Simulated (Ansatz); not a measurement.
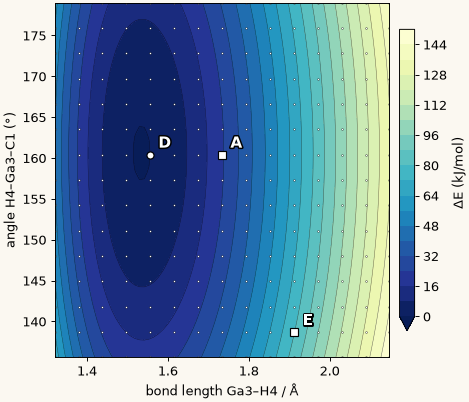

C2HGa, SMILES [C]1#[C][GaH]1. First axis: bond length Ga3–H4. Second axis: angle H4–Ga3–C1. Nothing is relaxed (all other coordinates rigid). Grid: 15 × 15 points. Energies are in kJ/mol, from the lowest grid point. These are results of Ansatz 0.2.0, RKS PBE0-D4/def2-TZVP, not measurements.

In the figure: filled contours, dots at the grid points, lettered points. Between grid points the surface is interpolated.

### Is D the lowest point of the computed grid?

Yes. D, at bond length Ga3–H4 = 1.556 Å, angle H4–Ga3–C1 = 160.4°, has the lowest energy of the grid.

### What kind of point is each of A, D, E: minimum, saddle, maximum or slope?

A: on a slope; D: minimum; E: on a slope. (In these two coordinates alone; a stationary point may lie a little off the grid point.)
